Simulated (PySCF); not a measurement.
## Electronic structure of C₄H₈OPSi (doublet) in real space

```yaml
atoms:
  - { symbol: P, position_ang: [3.0071, -0.3271, -0.0643] }
  - { symbol: Si, position_ang: [0.9132, 0.2253, -0.5985] }
  - { symbol: C, position_ang: [-0.3720, -1.0151, 0.0684] }
  - { symbol: C, position_ang: [-1.7221, -0.3266, 0.2402] }
  - { symbol: C, position_ang: [-1.6294, 1.0195, 0.9560] }
  - { symbol: C, position_ang: [-0.5555, 1.7553, 0.9001] }
  - { symbol: O, position_ang: [0.6075, 1.5661, 0.3220] }
  - { symbol: H, position_ang: [3.1635, -1.1717, -1.1477] }
  - { symbol: H, position_ang: [3.5721, 0.7438, -0.7318] }
  - { symbol: H, position_ang: [0.6193, 0.5823, -1.9950] }
  - { symbol: H, position_ang: [-0.0332, -1.3822, 1.0404] }
  - { symbol: H, position_ang: [-0.4937, -1.8850, -0.5760] }
  - { symbol: H, position_ang: [-2.1786, -0.1579, -0.7401] }
  - { symbol: H, position_ang: [-2.3956, -0.9640, 0.8177] }
  - { symbol: H, position_ang: [-2.5069, 1.3453, 1.4867] }
```

Geometry: GFN2-xTB.

These are results of UKS B3LYP, pcH-1 on C H O P Si, non-relativistic, mean-field spin-orbit, GIAO in PySCF, not measurements.

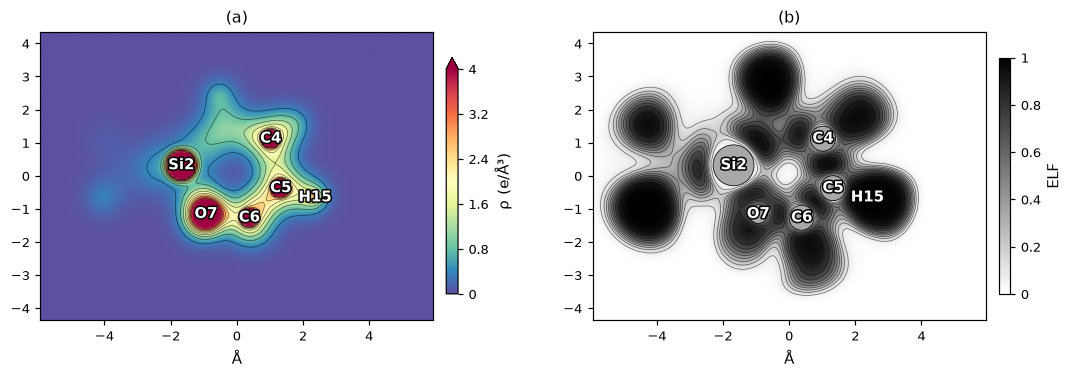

Figure 1. (a) total electron density; (b) electron localisation function on the plane of atoms C6, C5 and H15. Grey discs cover the atomic cores in the ELF map.

Question: Interpret the plot.

Answer: The plane passes through Si, C, O and H nuclei. C–C (1.30 Å): the density is about 2.4 e/Å³ at the midpoint; the ELF peaks at about 0.90 between the atoms (a short, multiple covalent bond). C–O (1.31 Å): ρ is about 2.5 e/Å³ halfway; the ELF peaks at about 0.85 between the atoms, as expected for a polar covalent bond. Si–O (1.65 Å): ρ at the midpoint is about 1.1 e/Å³; the ELF peaks at about 0.85 between the atoms; a shared but strongly polarised pair. C–H (1.08 Å): ρ is about 2 e/Å³ halfway; the ELF climbs to about 1 towards the hydrogen, as it does in any bond to H (an ordinary covalent bond to hydrogen). The ELF also peaks beside C6 and O7, away from the bonds: non-bonding electrons, paired or unpaired.

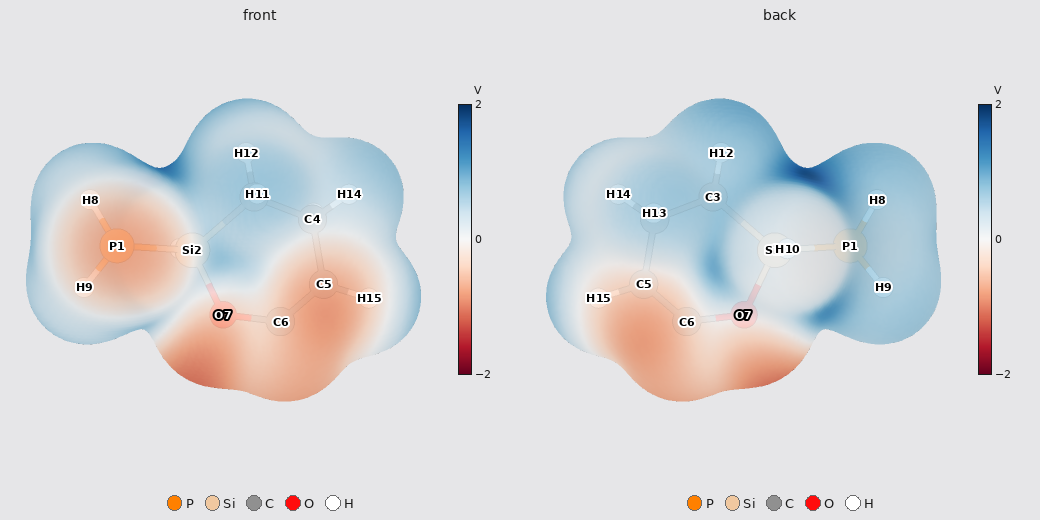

Figure 2. The molecular electrostatic potential painted on the density surface at 0.002 e/bohr³, seen from the front and from behind; red is negative and blue positive.

Question: Which sites attract a positive test charge, and which a negative one?

Answer: A positive charge is drawn to the negative regions and a negative charge to the positive ones. The most negative region (about −1.0 V, or −23 kcal/mol for a unit charge) lies over O7, the most positive (about +1.7 V, or +39 kcal/mol for a unit charge) over Si2. O7 is the likeliest acceptor of a hydrogen bond.
